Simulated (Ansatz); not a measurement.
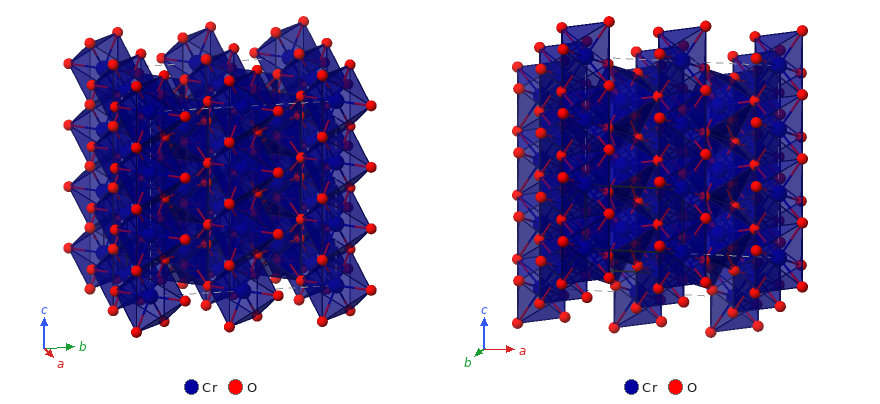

Polyhedra are drawn about Cr (bonds: Cr–O below 2.2 Å); other atoms are plain spheres. Two views of the same piece.

CrO2 (space group P4_2/mnm, No. 136). Coordinates: a calculation's input that goes back to an entry of the Crystallography Open Database (an earlier step may have relaxed or displaced it).

Sharing among the drawn polyhedra:

| site | polyhedron | corner-sharing neighbours | edge-sharing | face-sharing | bond (Å) |
| --- | --- | --- | --- | --- | --- |
| Cr | CrO6 octahedron | 8 | 2 | 0 | 1.88–1.92 |

They form a three-dimensional framework of corner- and edge-sharing octahedra.
